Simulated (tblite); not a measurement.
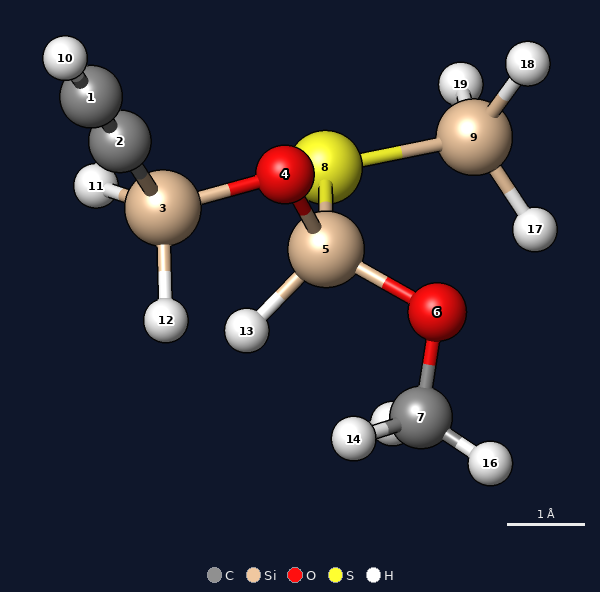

Fig. 1: The input geometry (ball-and-stick view, seen at a tilt; atoms are numbered from 1 in the order of the input). Bond lengths as drawn: C–C 1.23 Å, C–H 1.07 to 1.13 Å, C–O 1.41 Å, C–Si 1.80 Å, H–Si 1.47 to 1.49 Å, O–Si 1.69 to 1.73 Å and S–Si 2.12 to 2.13 Å.

**Geometry relaxation, with input and output: C₃H₁₀O₂SSi₃**

System: C₃H₁₀O₂SSi₃.
Method: GFN2-xTB geometry optimisation, gas phase (tblite 0.8.0).

It belongs to a series of runs on one base structure; here: O replaced by S.

Log
```
step      E/eV     max force
  0    -766.53287    3.532
  1    -766.63733    7.602
  2    -766.90969    1.533
  3    -766.97696    0.549
  4    -767.03683    0.463
  5    -767.08427    0.638
  6    -767.12374    0.703
  7    -767.17750    0.709
  8    -767.23097    0.667
  9    -767.28251    0.683
 10    -767.32583    0.525
 11    -767.36025    0.476
 12    -767.39125    0.386
 13    -767.43045    0.429
 14    -767.47209    0.474
 15    -767.50681    0.419
 16    -767.53042    0.302
 17    -767.54739    0.301
 18    -767.56146    0.250
 19    -767.57489    0.303
 20    -767.59105    0.338
 21    -767.61065    0.325
 22    -767.63022    0.315
 23    -767.64794    0.276
 24    -767.66521    0.246
 25    -767.68167    0.258
 26    -767.69541    0.295
 27    -767.70604    0.288
 28    -767.71619    0.255
 29    -767.72877    0.272
 30    -767.74260    0.315
 31    -767.75360    0.275
 32    -767.75859    0.290
 33    -767.76766    0.222
 34    -767.77683    0.245
 35    -767.79319    0.289
 36    -767.81001    0.235
 37    -767.82182    0.248
 38    -767.82839    0.398
 39    -767.83720    0.271
 40    -767.85013    0.264
 41    -767.86080    0.377
 42    -767.87123    0.313
 43    -767.87815    0.265
 44    -767.88430    0.237
 45    -767.89013    0.212
 46    -767.89619    0.275
 47    -767.90224    0.233
 48    -767.90848    0.208
 49    -767.91482    0.193
 50    -767.92010    0.142
 51    -767.92361    0.273
 52    -767.92536    0.220
 53    -767.92864    0.139
 54    -767.93226    0.239
 55    -767.93887    0.180
 56    -767.94512    0.180
 57    -767.95119    0.322
 58    -767.95550    0.279
 59    -767.95950    0.227
 60    -767.96308    0.157
 61    -767.96750    0.119
 62    -767.97113    0.106
 63    -767.97406    0.122
 64    -767.97621    0.263
 65    -767.97792    0.288
 66    -767.98074    0.119
 67    -767.98477    0.182
 68    -767.98816    0.120
 69    -767.99171    0.127
 70    -767.99464    0.195
 71    -767.99673    0.159
 72    -767.99854    0.234
 73    -768.00067    0.131
 74    -768.00361    0.130
 75    -768.00814    0.157
 76    -768.01331    0.215
 77    -768.01722    0.184
 78    -768.02066    0.140
 79    -768.02350    0.119
 80    -768.02705    0.180
 81    -768.03079    0.200
 82    -768.03422    0.135
 83    -768.03606    0.105
 84    -768.03750    0.084
 85    -768.03890    0.128
 86    -768.04087    0.143
 87    -768.04253    0.125
 88    -768.04430    0.105
 89    -768.04574    0.088
 90    -768.04718    0.179
 91    -768.04825    0.108
 92    -768.04985    0.074
 93    -768.05192    0.124
 94    -768.05367    0.087
 95    -768.05504    0.096
 96    -768.05563    0.048
 97    -768.05634    0.064
 98    -768.05731    0.067
 99    -768.05847    0.066
100    -768.05928    0.049
101    -768.05981    0.054
102    -768.06028    0.055
103    -768.06069    0.065
104    -768.06111    0.043
105    -768.06151    0.037
106    -768.06183    0.035
107    -768.06221    0.041
108    -768.06264    0.047
109    -768.06313    0.053
110    -768.06366    0.051
111    -768.06423    0.053
112    -768.06479    0.055
113    -768.06527    0.046
114    -768.06559    0.034
115    -768.06584    0.036
116    -768.06611    0.034
117    -768.06649    0.048
118    -768.06693    0.050
119    -768.06733    0.049
120    -768.06766    0.044
121    -768.06798    0.043
122    -768.06827    0.060
123    -768.06852    0.075
124    -768.06874    0.055
125    -768.06892    0.041
126    -768.06912    0.028
127    -768.06934    0.028
128    -768.06953    0.030
129    -768.06970    0.024
130    -768.06984    0.022
131    -768.06994    0.022
132    -768.07002    0.032
133    -768.07012    0.039
134    -768.07027    0.043
135    -768.07050    0.039
136    -768.07084    0.037
137    -768.07122    0.045
138    -768.07154    0.047
139    -768.07178    0.054
140    -768.07202    0.056
141    -768.07236    0.044
142    -768.07274    0.042
143    -768.07337    0.054
144    -768.07413    0.055
145    -768.07486    0.067
146    -768.07540    0.058
147    -768.07595    0.077
148    -768.07661    0.082
149    -768.07778    0.138
150    -768.07913    0.095
151    -768.08085    0.116
152    -768.08220    0.102
153    -768.08351    0.140
154    -768.08462    0.102
155    -768.08595    0.167
156    -768.08619    0.190
157    -768.08911    0.091
158    -768.09060    0.152
159    -768.09350    0.123
160    -768.09519    0.121
161    -768.09718    0.280
162    -768.09831    0.168
163    -768.09926    0.070
164    -768.09990    0.076
165    -768.10040    0.073
166    -768.10098    0.086
167    -768.10166    0.078
168    -768.10223    0.044
169    -768.10322    0.060
170    -768.10376    0.055
171    -768.10450    0.061
172    -768.10502    0.058
173    -768.10566    0.054
174    -768.10628    0.058
175    -768.10691    0.081
176    -768.10755    0.056
177    -768.10794    0.049
178    -768.10846    0.054
179    -768.10890    0.057
180    -768.10950    0.053
181    -768.11005    0.059
182    -768.11060    0.061
183    -768.11123    0.061
184    -768.11202    0.054
185    -768.11295    0.105
186    -768.11374    0.083
187    -768.11284    0.177
188    -768.11512    0.101
189    -768.11566    0.071
190    -768.11694    0.093
191    -768.11749    0.059
192    -768.11928    0.066
193    -768.12081    0.099
194    -768.12198    0.186
195    -768.12259    0.161
196    -768.12356    0.070
197    -768.12400    0.144
198    -768.12460    0.144
199    -768.12511    0.053
200    -768.12569    0.082
201    -768.12612    0.046
202    -768.12624    0.097
203    -768.12637    0.069
204    -768.12657    0.039
205    -768.12667    0.037
206    -768.12679    0.030
207    -768.12690    0.034
208    -768.12707    0.037
209    -768.12719    0.039
210    -768.12732    0.031
211    -768.12742    0.027
212    -768.12750    0.017
213    -768.12757    0.022
214    -768.12762    0.020
215    -768.12767    0.026
216    -768.12773    0.023
217    -768.12780    0.018
218    -768.12787    0.023
219    -768.12793    0.027
220    -768.12797    0.026
221    -768.12800    0.022
222    -768.12802    0.014
223    -768.12805    0.015
224    -768.12808    0.016
225    -768.12812    0.026
226    -768.12816    0.030
227    -768.12821    0.026
228    -768.12825    0.020
229    -768.12829    0.018
230    -768.12836    0.020
231    -768.12844    0.021
232    -768.12851    0.016
233    -768.12855    0.011
234    -768.12857    0.011
235    -768.12860    0.010
```

Trajectory as extended XYZ (Å, eV, eV/Å), 6 of the 236 frames kept, from step=0 to step=235
```
19
Properties=species:S:1:pos:R:3:forces:R:3 step=0 energy=-766.53287
C     5.0618   -1.1536    0.1871   -1.6000   0.4760  -0.6100
C     3.9545   -0.8294   -0.2250    3.0750  -0.9990   1.4220
Si    2.3323   -0.3319   -0.8211   -1.3580   0.2190  -0.0420
O     1.1660   -0.5354    0.3895   -1.4050   1.1720  -1.8720
Si   -0.3334    0.0998   -0.1815    1.0310  -0.0050   1.4510
O    -1.0184    1.2461    0.8588    0.7690  -1.2980  -0.7950
C    -1.2424    2.4280    0.1322    0.8270   0.1100  -0.7140
S    -1.6825   -1.4400   -0.7853    0.4710   0.0310  -0.3050
Si   -3.3684   -1.6450    0.4907   -0.9290  -0.4730   0.6100
H     6.0322   -1.4339    0.5351   -0.5410   0.1520  -0.2090
H     1.9326   -1.1190   -2.0124    0.1140   0.1200   0.3320
H     2.3222    1.1185   -1.1452    0.2640  -0.2980   0.0550
H    -0.0023    0.8374   -1.4314   -0.3950  -0.4940   0.3760
H    -0.2416    2.7026   -0.3181   -1.1150   0.5240   0.5440
H    -1.8732    2.1274   -0.7187   -0.2450   0.8420   0.3050
H    -1.6634    3.2336    0.7614    0.2270  -0.6650  -0.3240
H    -4.2051   -0.4432    0.5781    0.3020   0.0010  -0.0260
H    -2.9471   -2.1481    1.8045    0.0520   0.2310  -0.1600
H    -4.2335   -2.7046   -0.0910    0.4570   0.3530  -0.0380
19
Properties=species:S:1:pos:R:3:forces:R:3 step=47 energy=-767.90224
C     4.7507   -1.2476    0.6169   -0.1970   0.0610  -0.1060
C     3.8046   -0.8227    0.0010    0.2090  -0.0870   0.0560
Si    2.5622   -0.1922   -1.2229    0.0370  -0.0310   0.0060
O     1.1177    0.0960   -0.5118   -0.0460  -0.0730  -0.0150
Si   -0.4770    0.0234   -0.7356   -0.0640   0.0530   0.0920
O    -1.2604    0.9200    0.3560   -0.0710   0.0200  -0.0590
C    -1.3784    2.3128    0.3770    0.1280  -0.0240   0.0260
S    -1.2846   -1.8999   -0.3741   -0.0300   0.0070   0.0360
Si   -3.1482   -1.5129    0.6587    0.0840  -0.0540  -0.0570
H     5.5615   -1.6303    1.1764   -0.1630   0.0760  -0.0180
H     2.3519   -1.1935   -2.2688    0.0290   0.0150   0.0130
H     2.9875    1.1212   -1.7182   -0.0010  -0.0110   0.0040
H    -0.7566    0.4414   -2.1015   -0.0050   0.0010  -0.0210
H    -0.4196    2.7764    0.1550    0.0550   0.1110  -0.0950
H    -2.1261    2.6454   -0.3526    0.1090  -0.0580   0.1110
H    -1.6776    2.6028    1.3816   -0.1300   0.0340   0.0530
H    -3.6732   -0.1705    0.4472    0.0560  -0.0380  -0.0650
H    -2.9156   -1.7605    2.0765    0.0060   0.0090  -0.0150
H    -4.0285   -2.5002    0.0468   -0.0050  -0.0100   0.0540
19
Properties=species:S:1:pos:R:3:forces:R:3 step=94 energy=-768.05367
C     3.8033   -1.0895    0.9685    0.0260   0.0000  -0.0070
C     3.2809   -0.7146   -0.0478    0.0340  -0.0200   0.0060
Si    2.4981   -0.1361   -1.6211   -0.0420   0.0000   0.0110
O     0.9567    0.3121   -1.3146   -0.0160   0.0210   0.0310
Si   -0.5859    0.1054   -0.9170   -0.0180  -0.0140  -0.0390
O    -1.0245    0.8990    0.4205    0.0460  -0.0100  -0.0020
C    -0.9464    2.2753    0.6578   -0.0020  -0.0100  -0.0370
S    -1.0152   -1.9123   -0.4165    0.0770   0.0090  -0.0400
Si   -2.8833   -1.6766    0.6053   -0.0540  -0.0360   0.0330
H     4.2708   -1.4194    1.8522   -0.0330   0.0000   0.0130
H     2.4576   -1.2004   -2.6202    0.0070  -0.0090   0.0150
H     3.1304    1.1114   -2.0588   -0.0540  -0.0010   0.0030
H    -1.3302    0.5382   -2.0915    0.0160   0.0160   0.0040
H     0.0852    2.6302    0.5959   -0.0280  -0.0660  -0.0150
H    -1.5491    2.8128   -0.0754   -0.0040   0.0660  -0.0060
H    -1.3379    2.4595    1.6571    0.0030   0.0170   0.0350
H    -3.7653   -0.8557   -0.2183    0.0060  -0.0020   0.0060
H    -2.6998   -1.0804    1.9205    0.0300   0.0220   0.0050
H    -3.3552   -3.0494    0.7112    0.0050   0.0180  -0.0150
19
Properties=species:S:1:pos:R:3:forces:R:3 step=141 energy=-768.07236
C     3.7333   -1.0696    1.0318   -0.0070   0.0120   0.0030
C     3.2377   -0.6933    0.0028   -0.0380   0.0010  -0.0220
Si    2.4428   -0.1215   -1.5697    0.0170  -0.0160  -0.0090
O     0.9276    0.3933   -1.2363    0.0240  -0.0030  -0.0080
Si   -0.6434    0.1350   -1.0230   -0.0020  -0.0290  -0.0030
O    -1.1922    0.9066    0.2881   -0.0010  -0.0230   0.0100
C    -0.9216    2.2360    0.6319   -0.0140  -0.0100   0.0100
S    -1.0609   -1.9022   -0.6110   -0.0160   0.0150  -0.0130
Si   -2.8049   -1.6837    0.6236   -0.0100   0.0120  -0.0060
H     4.1684   -1.3958    1.9327    0.0100  -0.0100   0.0090
H     2.3486   -1.2102   -2.5396    0.0210   0.0100   0.0240
H     3.0866    1.1038   -2.0471   -0.0150  -0.0010  -0.0010
H    -1.2849    0.5807   -2.2497   -0.0040   0.0250  -0.0110
H     0.1407    2.4528    0.5111   -0.0060   0.0230  -0.0050
H    -1.4999    2.9134    0.0002    0.0130   0.0040  -0.0020
H    -1.2096    2.3755    1.6742    0.0040   0.0020  -0.0060
H    -3.7626   -0.8301   -0.0724    0.0160  -0.0250   0.0140
H    -2.4424   -1.1247    1.9165    0.0040  -0.0010   0.0290
H    -3.2732   -3.0566    0.7435    0.0040   0.0160  -0.0120
19
Properties=species:S:1:pos:R:3:forces:R:3 step=188 energy=-768.11512
C     2.6945   -0.7424    1.3896   -0.0190   0.0070  -0.0230
C     2.5573   -0.5053    0.2180    0.0560  -0.0180   0.0820
Si    2.3090   -0.1660   -1.5862    0.0060   0.0130  -0.0180
O     0.7707    0.3211   -1.8255   -0.0560   0.0090  -0.0210
Si   -0.7973    0.2672   -1.4615   -0.0050  -0.0230   0.0120
O    -1.0874    0.7938    0.0453   -0.0120   0.0260   0.0290
C    -0.6706    1.9984    0.6214    0.0130  -0.0170  -0.0350
S    -1.5722   -1.6995   -1.3283   -0.0010   0.0250  -0.0270
Si   -2.2636   -1.6952    0.7117    0.0240  -0.0030   0.0350
H     2.8174   -0.9529    2.4143   -0.0070   0.0130  -0.0180
H     2.5190   -1.3884   -2.3560   -0.0110   0.0030  -0.0070
H     3.0672    1.0125   -2.0099    0.0110  -0.0220   0.0220
H    -1.4094    1.0594   -2.5091   -0.0190   0.0090   0.0020
H     0.3654    2.2190    0.3574    0.0020  -0.0160  -0.0200
H    -1.3091    2.8173    0.2830    0.0110  -0.0010   0.0020
H    -0.7533    1.8937    1.7030   -0.0120   0.0110   0.0110
H    -3.3096   -0.6978    0.8949    0.0100   0.0100  -0.0360
H    -1.1338   -1.4839    1.6059   -0.0080  -0.0290   0.0260
H    -2.8039   -3.0418    0.8397    0.0170   0.0030  -0.0150
19
Properties=species:S:1:pos:R:3:forces:R:3 step=235 energy=-768.12860
C     2.3423   -0.6169    1.4841    0.0010   0.0000   0.0050
C     2.3141   -0.4476    0.2937    0.0000  -0.0010  -0.0020
Si    2.1779   -0.1773   -1.5367   -0.0030   0.0060  -0.0020
O     0.6704    0.3341   -1.9000    0.0000  -0.0020  -0.0010
Si   -0.8931    0.3404   -1.5008    0.0050  -0.0040  -0.0060
O    -1.0942    0.8554    0.0251   -0.0060   0.0010   0.0030
C    -0.5055    1.9993    0.5743   -0.0030  -0.0010   0.0060
S    -1.7362   -1.5994   -1.4267    0.0010   0.0070  -0.0020
Si   -2.0633   -1.8122    0.6913   -0.0020   0.0010  -0.0010
H     2.3826   -0.7696    2.5251   -0.0010   0.0010  -0.0020
H     2.3958   -1.4333   -2.2468   -0.0020  -0.0070  -0.0040
H     3.0035    0.9619   -1.9376   -0.0040  -0.0020   0.0010
H    -1.5009    1.1796   -2.5136    0.0050  -0.0050   0.0040
H     0.5445    2.0682    0.2832    0.0040   0.0040   0.0040
H    -1.0307    2.8944    0.2353    0.0010   0.0020  -0.0060
H    -0.5778    1.9237    1.6590   -0.0040  -0.0030   0.0020
H    -3.0469   -0.8320    1.1299   -0.0010  -0.0010   0.0020
H    -0.7981   -1.6933    1.4049    0.0000  -0.0010   0.0010
H    -2.5943   -3.1663    0.7640    0.0080   0.0050  -0.0020
```

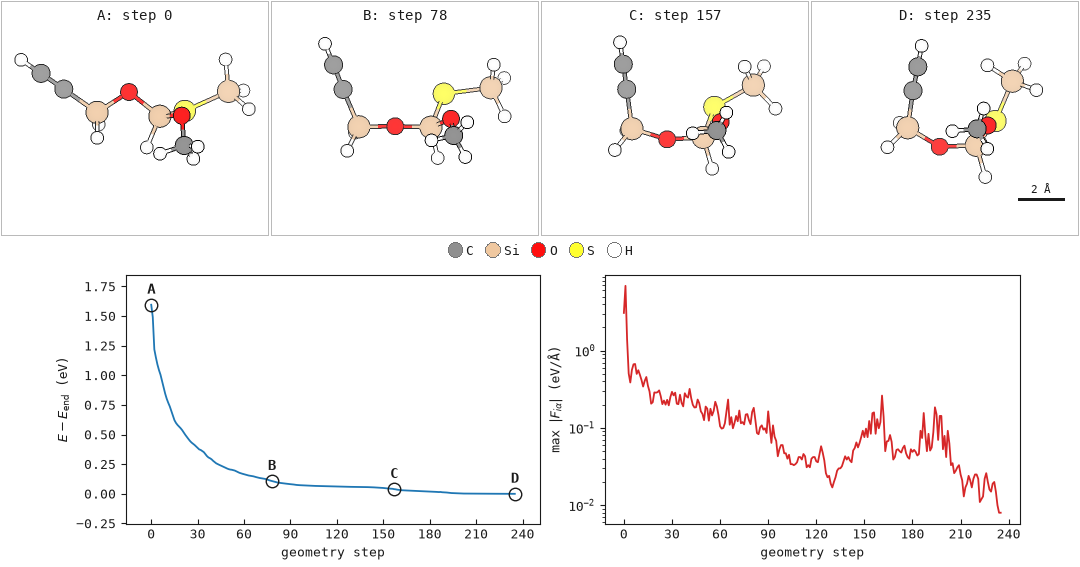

Fig. 2: Frames of the relaxation (ball-and-stick view, seen at a tilt) above the curves, on which the letters mark them (steps are counted from 0).

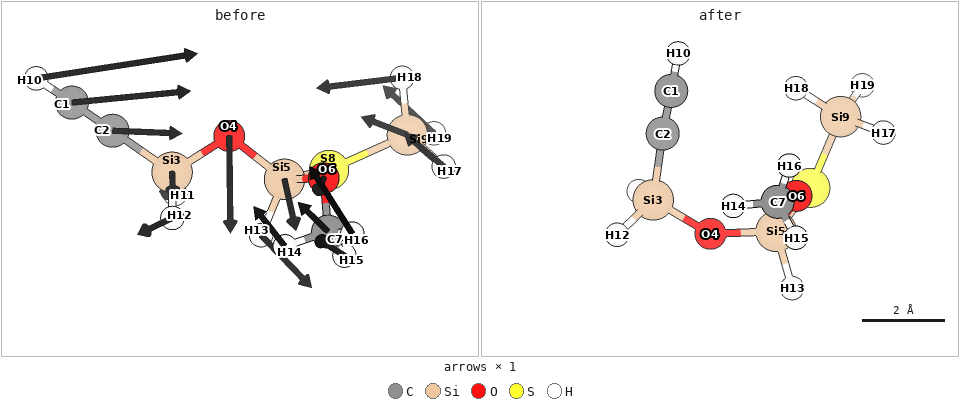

Fig. 3: Before (left) and after (right) the relaxation, at one scale (ball-and-stick view, seen at a tilt). The black arrows give the displacements, at true length. After 235 geometry steps the energy has fallen by 1.596 eV. Largest force component: 3.1 eV/Å at the start, 0.008 eV/Å at the end. H10 moves most after the best rigid fit: 4.12 Å. Largest moves by element: H 4.12 Å, C 3.00 Å, O 2.51 Å, Si 1.45 Å, S 0.61 Å. Distances before and after: O4–Si5 1.726 → 1.614 Å, Si5–O6 1.693 → 1.623 Å, Si3–O4 1.693 → 1.633 Å, C2–Si3 1.798 → 1.855 Å. Among the angles that change: Si3–O4–Si5 108.5° → 147.2°, Si5–O6–C7 108.4° → 125.2°, Si5–S8–Si9 113.7° → 100.7°. (Atoms are counted from 1 in the order of the input.)

This output came from the following input.

Input
```
{"job": {"kind": "relax", "xc": "GFN2-xTB", "basis": "xTB"}, "charge": 0, "multiplicity": 1}
C      5.061800    -1.153600     0.187100
C      3.954500    -0.829400    -0.225000
Si     2.332300    -0.331900    -0.821100
O      1.166000    -0.535400     0.389500
Si    -0.333400     0.099800    -0.181500
O     -1.018400     1.246100     0.858800
C     -1.242400     2.428000     0.132200
S     -1.682500    -1.440000    -0.785300
Si    -3.368400    -1.645000     0.490700
H      6.032200    -1.433900     0.535100
H      1.932600    -1.119000    -2.012400
H      2.322200     1.118500    -1.145200
H     -0.002300     0.837400    -1.431400
H     -0.241600     2.702600    -0.318100
H     -1.873200     2.127400    -0.718700
H     -1.663400     3.233600     0.761400
H     -4.205100    -0.443200     0.578100
H     -2.947100    -2.148100     1.804500
H     -4.233500    -2.704600    -0.091000
```

The first line tells a small driver script what to run in tblite; the rest is the geometry in Å.

Launched with:
```bash
OMP_NUM_THREADS=1 python <driver script> task.json out
```

Key numbers

| quantity | value |
| --- | --- |
| outcome | converged |
| total energy | −768.1286 eV |
| hardware | 1 CPU thread, shared host |
| wall time | 3.2 s |
| peak memory | 0.24 GiB |
